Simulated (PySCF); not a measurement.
# C2H4S (ethanethial): the cost of one run

Computed with PySCF 2.14.0, with density-fitted response routines of our own, on a single molecule in the gas phase. Atoms are numbered from 0 throughout.

### 1 The starting structure

7 atoms, charge 0, multiplicity 1; geometry from: GFN2-xTB. The atoms were then displaced at random by about 0.01 Å, so the start is not that level's minimum.

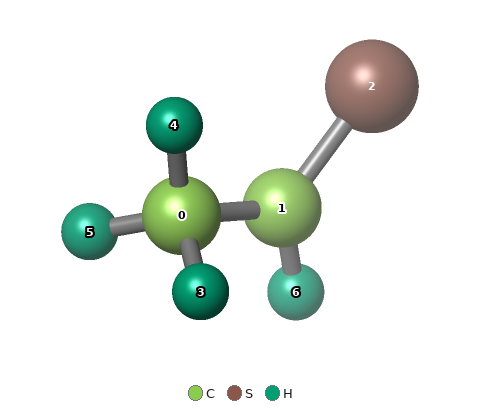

As it starts; carbon green, sulfur brown, hydrogen teal, atoms numbered; sticks join atoms by distance.

### 2 Optimising the geometry at PBE0-D3(BJ)/def2-SVP

Job settings and geometry (Å):

```
{"job": {"xc": "PBE0", "basis": "def2-SVP", "d3": "d3bj", "grid": 1, "shake": 0.01, "kind": "geom"}, "charge": 0, "multiplicity": 1}
C     -0.650740    -0.023750    -0.049520
C      0.792170    -0.092600     0.086880
S      1.810530     1.092250    -0.294710
H     -1.114950    -0.159760     0.910240
H     -0.969760     0.965180    -0.455360
H     -1.028880    -0.781420    -0.722930
H      1.195580    -1.029000     0.475480
```

Run with:

```bash
> OMP_NUM_THREADS=1 python probes_run.py task.json out
```

This one command runs all jobs of the session in turn.

**Question.** How long does this first job take on 1 thread of Arm Neoverse V2, shared host, and how much memory does it need?

About 5.6 s, with a peak of 0.3 GiB.
